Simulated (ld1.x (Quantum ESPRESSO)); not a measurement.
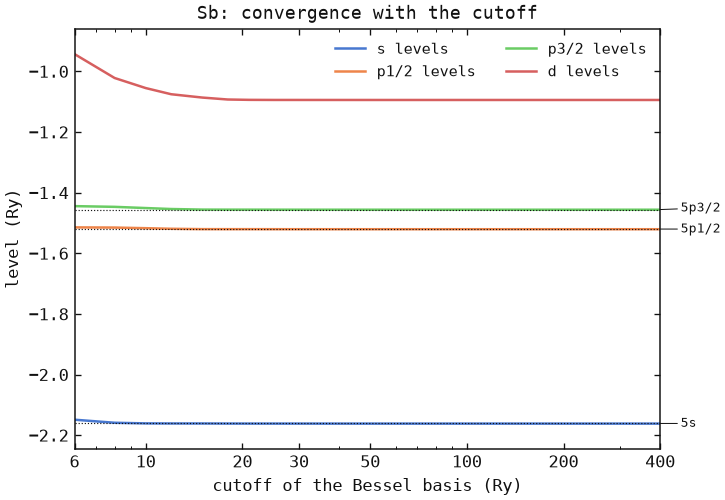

The pseudo-atom Hamiltonian at the reference potential is diagonalised in spherical Bessel functions (20 bohr box) up to the cutoff. Curves: the lowest levels of each channel that holds a bound state. Dotted lines: the all-electron valence levels.

- Element: Sb (Z = 51)
- Generator: ld1.x (Quantum ESPRESSO) 7.5
- Type: ultrasoft
- Functional: PBE
- Relativity: fully relativistic
- Frozen core: [Kr] 4d10
- Valence charge: 5
- Reference configuration: 5s2 5p1 (charge +2)
- Partial waves: 5s (bound): rcut 1.70, rcutus 2.00 bohr; 5s channel at -1.6 Ry: rcut 1.70, rcutus 2.00 bohr; 5p (bound): rcut 1.45, rcutus 1.95 bohr; 5p channel at 0.35 Ry: rcut 1.45, rcutus 1.95 bohr
- Local potential: all-electron potential smoothed inside 1.75 bohr (lloc = -2)
- Core correction: Bessel-smoothed model core inside 1.25 bohr
- Augmentation charge: PSQ, inside the norm-conserving radii

Does every curve settle on an all-electron level?

Ghost state below the valence levels: d at -14.9 eV. A ghost is a curve that settles on no dotted line: a bound state with no counterpart among the valence levels. In Ry: d -1.09.

Read the all-electron valence levels.

5s: -2.16 Ry; 5p1/2: -1.52 Ry; 5p3/2: -1.46 Ry.

From which cutoff on does the ghost show?

The lowest d curve lies clearly below zero already at the lowest cutoff, 6 Ry, and ends at -1.09 Ry.
